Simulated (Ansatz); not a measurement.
# BSiH₂ (quartet): from Hartree-Fock to the top rungs, cc-pVTZ

How much of the correlation energy of BSiH₂ (quartet) does each wave-function method recover here?

Method: cc-pVTZ, core rule «outside noble gas», up to 6 orbitals frozen; program: Ansatz 0.2.0, Gaussian basis.

The runs, in order: UHF; CCSD(T) on ROHF; CCSD(T) on UHF; BCCD(T) on ROHF; CCSDT(Q) on ROHF; CCSDT(Q) on UHF; CASSCF and MRCISD+Q, 9 electrons in 10 orbitals; CASSCF and NEVPT2, 9 electrons in 10 orbitals.

5 further runs of the same task are left out: 5 set aside as unsound or not needed.

## Step 1: The system

The geometry is a PBE0/def2-TZVP stationary point (not a proven minimum).

4 atoms, charge 0, spin multiplicity 4.

Atoms are counted from 1 here; the program's logs count them from 0.

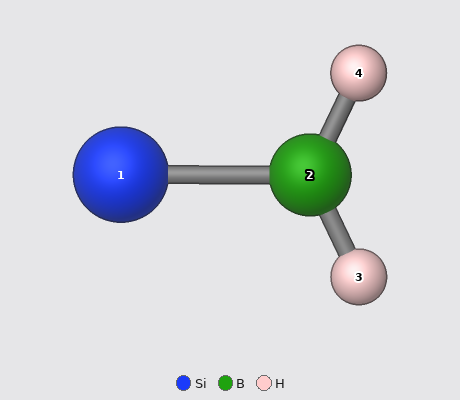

The structure; silicon blue, boron green, hydrogen pink; atoms are numbered from 1 in the order of the file.

## Step 2: UHF

File in.yaml:

```yaml
crystal:
  periodic: [false, false, false]
  atoms:
    - {symbol: Si, position_ang: [0.000000, 0.000000, 0.649966]}
    - {symbol: B, position_ang: [0.000000, 0.000000, -1.342837]}
    - {symbol: H, position_ang: [0.000000, -1.075954, -1.853888]}
    - {symbol: H, position_ang: [0.000000, 1.075954, -1.853888]}
basis:
  gaussian: {orbitals: cc-pVTZ}
magnetization: {spin_polarized: true, initial_magnetization: 3}
hamiltonian: {xc: hf}
output: {orbitals: {seedname: orbitals}}
```

Command:

```
> ansatz run in.yaml --threads 1 --pin off --events-out ev --progress --plain --max-ram 2816MiB --backend cpu
```

The runs that follow: CCSD(T) on ROHF; CCSD(T) on UHF; BCCD(T) on ROHF; CCSDT(Q) on ROHF; CCSDT(Q) on UHF; CASSCF and MRCISD+Q, 9 electrons in 10 orbitals; CASSCF and NEVPT2, 9 electrons in 10 orbitals.

Q: Predict the results of all the runs planned. Wanted: UCCSDT(Q) below the RHF energy; RMP2 from UCCSDT(Q); UMP2 from UCCSDT(Q); RCCSD from UCCSDT(Q); RCCSD(T) from UCCSDT(Q); UCCSD(T) from UCCSDT(Q); RCCSDT(Q) from UCCSDT(Q); NEVPT2 valence from UCCSDT(Q); MRCISD+Q valence from UCCSDT(Q).

As calculated:

| quantity | value |
| --- | --- |
| UCCSDT(Q) below the RHF energy | -5.6941 eV |
| RMP2 from UCCSDT(Q) | +27.04 kcal/mol |
| UMP2 from UCCSDT(Q) | +26.88 kcal/mol |
| RCCSD from UCCSDT(Q) | +7.04 kcal/mol |
| RCCSD(T) from UCCSDT(Q) | +1.39 kcal/mol |
| UCCSD(T) from UCCSDT(Q) | +1.34 kcal/mol |
| RCCSDT(Q) from UCCSDT(Q) | +0.05 kcal/mol |
| NEVPT2 valence from UCCSDT(Q) | +24.16 kcal/mol |
| MRCISD+Q valence from UCCSDT(Q) | +1.69 kcal/mol |
| levels within 1 kcal/mol (43 meV) | RCCSDT, UCCSDT, RCCSDT(Q) |
| T1 diagnostic | 0.044 |
| effectively unpaired electrons | 3.02 |

**Reading.** RCCSD(T) misses by +1.39 kcal/mol, 1.1 % of the correlation energy. The occupations are near whole numbers, but T1 = 0.044 shows that the orbitals relax strongly. Of the multireference levels listed MRCISD+Q valence comes nearest in total energy (+1.69 kcal/mol), which doesn't show that its space is the better one. These misses are within one basis, not against nature; the frozen cores of restricted and unrestricted runs differ, which can shift their rows.
